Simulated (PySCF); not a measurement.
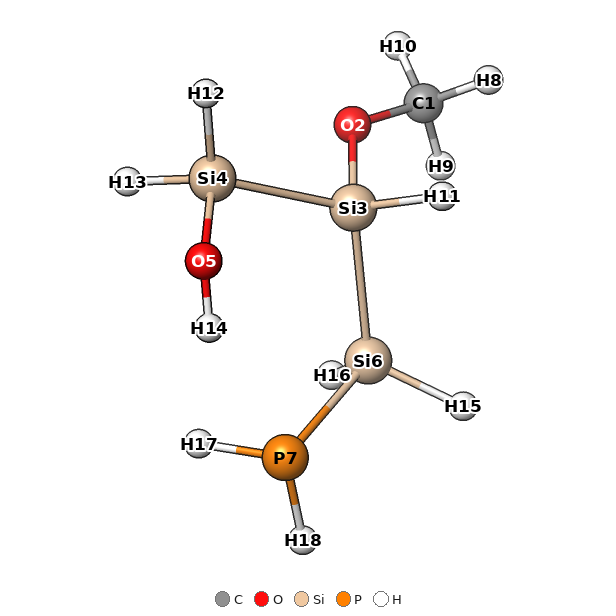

The geometry was computed by an optimisation with GFN2-xTB. No frequency run is at hand to confirm it as a minimum. Electric field gradients from the ground-state density, PBE0/pcSseg-1 (PySCF 2.14.0), non-relativistic apart from any core potentials.

Give the largest field-gradient component, the quadrupole coupling constant and the asymmetry for 17O at O2 (Q = −25.6 mb), 17O at O5 (Q = −25.6 mb), 2H at H8 (Q = 2.86 mb), 2H at H9 (Q = 2.86 mb).

```
atom  V_zz (a.u.)  e²qQ/h (MHz)     η
  O2        1.749        −10.52  0.36
  O5        1.508         −9.07  0.48
  H8        0.297         0.200  0.08
  H9        0.297         0.199  0.09
```

The geometry is semi-empirical. Around P, Si such bond lengths and angles can be off by a tenth of an ångström or more and by several degrees, and values that hang on the shape move with them.
